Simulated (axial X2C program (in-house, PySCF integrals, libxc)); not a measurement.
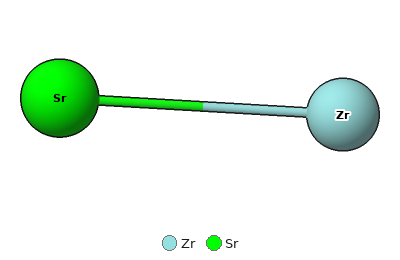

Fig. 1: The molecule at the reference distance of 3.378 Å.

**ZrSr: relativistic diatomic calculation**

System: ZrSr, single determinant with Ω = 4. The distance is the PBE0 minimum at charge 0.
Method: expectation values, HF and Kohn-Sham, two-component X2C with atomic mean-field Coulomb and Gaunt terms, Zr dyall-cv3z, Sr dyall-cv3z (cores contracted) (axial X2C program (in-house, PySCF integrals, libxc)).

## The input
```
{"zs": [40, 38], "q": 0, "bas": ["dyall-cv3z", "dyall-cv3z"], "r0": 3.39, "levels": ["PBE0", "HF", "PBE50", "PBE", "r2SCAN"], "nst": 3}
```

The line is the task of a batch: nuclear charges, charge, bases, the levels to run, a first guess of the distance and further settings. This report covers the levels named above. The log is that of the reference distance.

The run was one of a batch that the task file lists, launched with:
```bash
python <driver script> task.json out
```

## The program's output
```
two-component X2C + atomic mean field  PBE0
basis functions 294  fitting functions 1418  grid points 5806
iter        total energy     max residual
   1      -6774.329629461     1.43e+00
   2      -6774.398091073     3.80e-03
   3      -6774.398129130     3.06e-03
   4      -6774.398137892     1.77e-04
   5      -6774.398138339     2.92e-04
   6      -6774.398138633     5.28e-05
   7      -6774.398138683     7.31e-05
   8      -6774.398138727     1.02e-05
   9      -6774.398138732     6.64e-06
converged
one-electron -9836.32294966  Coulomb 3047.09802603  exact exchange -54.23428432  xc functional -166.12385496  nuclear repulsion 238.11407951  atomic mean-field constant -2.92915534
```

## Expectation values by level of theory

```csv
quantity,PBE0,HF,PBE50,PBE,r2SCAN
effective field for an electron dipole moment (GV/cm),−0.0219,1.03,0.406,−0.511,0.207
field gradient at the first nucleus (a.u.),−0.218,−0.0532,−0.159,−0.285,−0.334
field gradient at the second nucleus (a.u.),−0.260,−0.214,−0.298,−0.230,−0.326
"A∥/gI, first nucleus (MHz)",343,324,337,348,395
"A∥/gI, second nucleus (MHz)",88.8,24.9,77.4,74.2,83.6
```

Each column comes from one determinant with 2 or more unpaired spinors, which can mix states, in a basis with contracted cores. The levels disagree widely: the effective field runs from −0.511 to 1.03 GV/cm, A∥/gI at the second nucleus runs from 24.9 to 88.8 MHz and the field gradient at the first nucleus runs from −0.334 to −0.0532 a.u. They may not all have settled in the same state, and these values aren't reliable properties of the molecule.

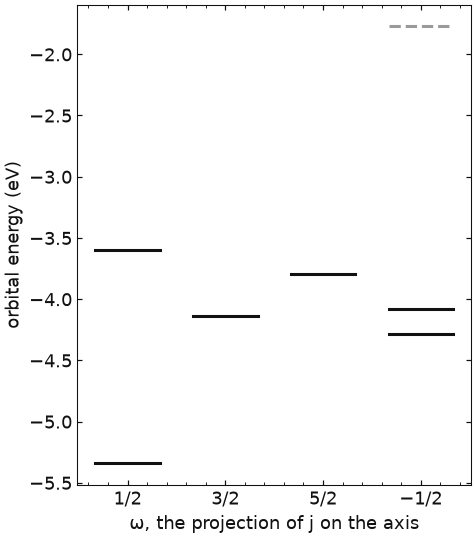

Fig. 2: Orbital energies (PBE0) near the frontier at 3.38 Å, filled (solid) and empty (dashed). The highest filled spinor (1/2; 35 % Sr s, 22 % Sr p) lies at −3.60 eV, the lowest empty one (−1/2; 35 % Sr p, 26 % Zr s) at −1.77 eV.

## Results in brief

```
   quantity                                                                 value
    outcome                       converged; the levels of theory disagree widely
   hardware  1 thread of Arm Neoverse V1, 24 GiB of memory available, shared host
  wall time                                                                  10 s
peak memory                                                               0.7 GiB
```
